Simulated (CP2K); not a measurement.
**Two attempts at CH7AlSiSn (SMILES [SiH3][SnH]1[CH2][AlH]1)**

Aim: energy and forces of CH7AlSiSn at GFN1-xTB.

The calculation is run with CP2K 2026.2.

## 1. The molecule

CH7AlSiSn has 11 atoms, charge 0, and is taken as a singlet. SMILES: `[SiH3][SnH]1[CH2][AlH]1`. Geometry: a rough force-field guess.

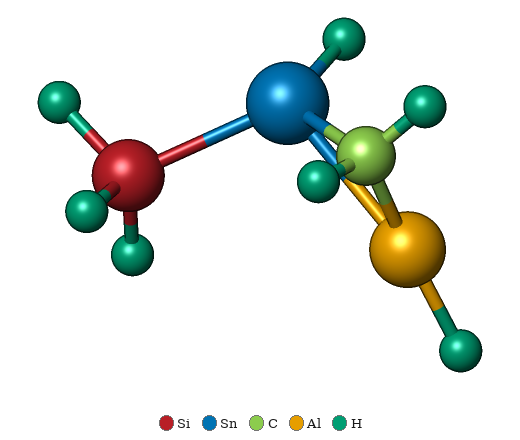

Viewed from a chosen angle; silicon red, tin blue, carbon green, aluminium amber, hydrogen teal.

## 2. First attempt

File job.inp:

```
&GLOBAL
    PROJECT job
    RUN_TYPE ENERGY_FORCE
    PRINT_LEVEL MEDIUM
&END GLOBAL

&FORCE_EVAL
    METHOD Quickstep
    &DFT
        CHARGE 0
        MULTIPLICITY 1
        &QS
            METHOD XTB
            EPS_DEFAULT 1.0E-10
            &XTB
                GFN_TYPE TBLITE
                &TBLITE
                    METHOD GFN1
                &END TBLITE
                CHECK_ATOMIC_CHARGES F
            &END XTB
        &END QS
        &POISSON
            PERIODIC NONE
            POISSON_SOLVER ANALYTIC
        &END POISSON
        &SCF
            SCF_GUESS ATOMIC
            EPS_SCF 1.0E-07
            MAX_SCF 2
            ADDED_MOS 4
            IGNORE_CONVERGENCE_FAILURE T
            &DIAGONALIZATION
                ALGORITHM STANDARD
            &END DIAGONALIZATION
            &MIXING
                METHOD DIRECT_P_MIXING
                ALPHA 0.4
            &END MIXING
            &SMEAR ON
                METHOD FERMI_DIRAC
                ELECTRONIC_TEMPERATURE [K] 300
            &END SMEAR
        &END SCF
        &PRINT
            &MOMENTS
                PERIODIC F
                REFERENCE COM
                MAX_MOMENT 1
            &END MOMENTS
            &MO ON
                ENERGIES T
                OCCUPATION_NUMBERS T
                NDIGITS 6
                &EACH
                    QS_SCF 0
                &END EACH
                ADD_LAST NUMERIC
            &END MO
            &HIRSHFELD OFF
            &END HIRSHFELD
        &END PRINT
    &END DFT
    &SUBSYS
        &CELL
            ABC [angstrom] 15 16.6 14.2
            PERIODIC NONE
        &END CELL
        &COORD
            UNIT bohr
            Si    -2.2875135     3.3015405     0.1706423
            Sn     1.1189068     0.6765220    -1.5724411
            C      2.7888578    -1.8538213     1.0206411
            Al     0.2029566    -4.0232269     0.0430858
            H     -2.3094343     5.8666548    -1.1088913
            H     -2.0482741     3.7136898     2.8886354
            H     -4.7692908     2.1648702    -0.3545126
            H      1.5083794     0.3116158    -4.8522498
            H      2.7658032    -1.1585911     3.1121900
            H      4.7432126    -2.5299653     0.4809353
            H     -1.5905825    -6.5766249     0.2107045
        &END COORD
        &TOPOLOGY
            &CENTER_COORDINATES
            &END CENTER_COORDINATES
        &END TOPOLOGY
    &END SUBSYS
    &PRINT
        &FORCES ON
        &END FORCES
    &END PRINT
&END FORCE_EVAL
```

Started as:

```bash
$ OMP_NUM_THREADS=1 cp2k.psmp -i job.inp -o job.out
```

The log of the run:

```text
CP2K| version string:                                       CP2K version 2026.2
 CP2K| Input file name                                                   job.inp

 GLOBAL| Basis set file name                                           BASIS_SET
 GLOBAL| Potential file name                                           POTENTIAL
 GLOBAL| Coordinate file name                                      __STD_INPUT__
 GLOBAL| Method name                                                        CP2K
 GLOBAL| Project name                                                        job
 GLOBAL| Run type                                                   ENERGY_FORCE
 GLOBAL| FFT library                                                       FFTW3
 GLOBAL| Diagonalization library                                       ScaLAPACK
 GLOBAL| Global print level                                               MEDIUM
 GLOBAL| Total number of message passing processes                             1
 GLOBAL| Number of threads for this process                                    1
 GLOBAL| CPU model name                                                  UNKNOWN

[... 48 lines left out ...]
 xTB| tblite SCC mixer min weight:                                     1.000E+00
[... 1 line left out ...]
 xTB| tblite SCC mixer weight factor:                                  1.000E-02
[... 156 lines left out ...]
  Core Hamiltonian energy:                                    -11.45280103072610
[... 1 line left out ...]
  Electrostatic energy:                                         0.11579185108264
[... 1 line left out ...]
  Non-self consistent dispersion energy:                       -0.00397947078324
[... 2 lines left out ...]
  Fermi energy:                                                -0.31071833164962
[... 2 lines left out ...]
  Total energy (extrapolated to T->0):                        -11.25568542613220
[... 1 line left out ...]
 *** WARNING in qs_scf.F:700 :: SCF run NOT converged ***
[... 11 lines left out ...]
 TB_DIPOLE| Dipole type                                             non-periodic
[... 1 line left out ...]
 TB_DIPOLE| Moment [a.u.]          -2.24630492       3.56802163      -0.80663929
[... 1 line left out ...]
 TB_DIPOLE| Derivative [a.u.]       0.00000000       0.00000000       0.00000000
[... 54 lines left out ...]
 -------------------------------------------------------------------------------
```

Wall time 0.42 s (1 thread of Arm Neoverse N1, shared host); peak memory 0.14 GiB.

## 3. Diagnosis

No converged result was reached.

What is wrong: few scf steps. Among its listed settings the sound run differs in this, and the input shows the rest: iteration cap 150 in place of 2.

## 4. Second attempt

Edit job.inp of step 2 so:

```diff
@@ -1,7 +1 @@
-&GLOBAL
-    PROJECT job
-    RUN_TYPE ENERGY_FORCE
-    PRINT_LEVEL MEDIUM
-&END GLOBAL
-
 &FORCE_EVAL
@@ -11,2 +5,3 @@
         MULTIPLICITY 1
+        ! Quickstep
         &QS
@@ -22,2 +17,3 @@
         &END QS
+        ! isolated system
         &POISSON
@@ -29,5 +25,5 @@
             EPS_SCF 1.0E-07
-            MAX_SCF 2
+            MAX_SCF 150
             ADDED_MOS 4
-            IGNORE_CONVERGENCE_FAILURE T
+            LEVEL_SHIFT 0.1
             &DIAGONALIZATION
@@ -87,2 +83,3 @@
     &END SUBSYS
+    ! extra output
     &PRINT
@@ -92 +89,7 @@
 &END FORCE_EVAL
+
+&GLOBAL
+    PROJECT_NAME job
+    RUN_TYPE ENERGY_FORCE
+    PRINT_LEVEL MEDIUM
+&END GLOBAL
```

Started as:

```bash
$ OMP_NUM_THREADS=1 cp2k.psmp job.inp > job.out
```

The log of the run:

```text
CP2K| version string:                                       CP2K version 2026.2
[...]
 GLOBAL| Method name                                                        CP2K
[...]
 GLOBAL| Run type                                                   ENERGY_FORCE
[...]
                             - Atoms:                                         11
[...]
                             - Spherical basis functions:                     45
[...]
 Number of electrons:                                                         22
[...]
  *** SCF run converged in   111 steps ***
[...]
  Fermi energy:                                                -0.29746766273776
[...]
 TB_DIPOLE| Moment [Debye]          0.13289922      -0.63213551       0.03245346
 TB_DIPOLE| Derivative [a.u.]       0.00000000       0.00000000       0.00000000
[...]
 ENERGY| Total FORCE_EVAL ( QS ) energy [hartree]            -11.375887480561117
 FORCES| Atomic forces [hartree/bohr]
 FORCES|   Atom     x               y               z               |f|
 FORCES|      1 -1.76085144E-02  1.25848622E-02 -8.33919450E-03   2.31944110E-02
 FORCES|      2 -9.12129295E-03  2.56840927E-02 -3.48988102E-02   4.42808938E-02
 FORCES|      3  7.33619425E-02 -3.64943320E-02  7.39900247E-02   1.10400791E-01
 FORCES|      4 -4.18452236E-02  3.03952365E-03 -2.43549331E-02   4.85121037E-02
 FORCES|      5 -5.02214888E-04 -1.51039689E-02  8.36472107E-03   1.72728300E-02
 FORCES|      6  9.98849558E-04 -1.88923048E-03 -3.88152639E-03   4.43092985E-03
 FORCES|      7 -2.68558620E-03  8.52508718E-03  4.42568675E-03   9.97377501E-03
 FORCES|      8 -3.32582023E-04 -5.76633355E-03  8.94158323E-03   1.06448637E-02
 FORCES|      9  3.79436180E-03 -5.63591532E-03 -3.76995266E-02   3.83068536E-02
 FORCES|     10 -1.49652508E-02  1.40740012E-02  9.49316553E-03   2.26308734E-02
 FORCES|     11  8.90551094E-03  9.82213375E-04  3.95880949E-03   9.79515395E-03
 FORCES| Sum    -1.05818132E-16  2.14672030E-17  2.04697370E-16
 FORCES| Total atomic force                                       2.31428890E-16
[...]
```

Wall time 0.7 s (1 thread of Arm Neoverse N1, shared host); peak memory 0.14 GiB.

## 5. Outcome

Level: GFN1-xTB.

```
                                 quantity         value
                             total energy  -11.37589 Eh
dipole moment (from atomic charges alone)        0.65 D
                              HOMO energy      -8.73 eV
                              LUMO energy      -7.46 eV
                            HOMO–LUMO gap       1.26 eV
                 largest force on an atom    5.677 eV/Å
```

In words: The dipole comes from point charges on the atoms alone, without atomic dipoles, so it is partial. The largest force is 5.68 eV/Å: the shape isn't a stationary point for this species at this level.
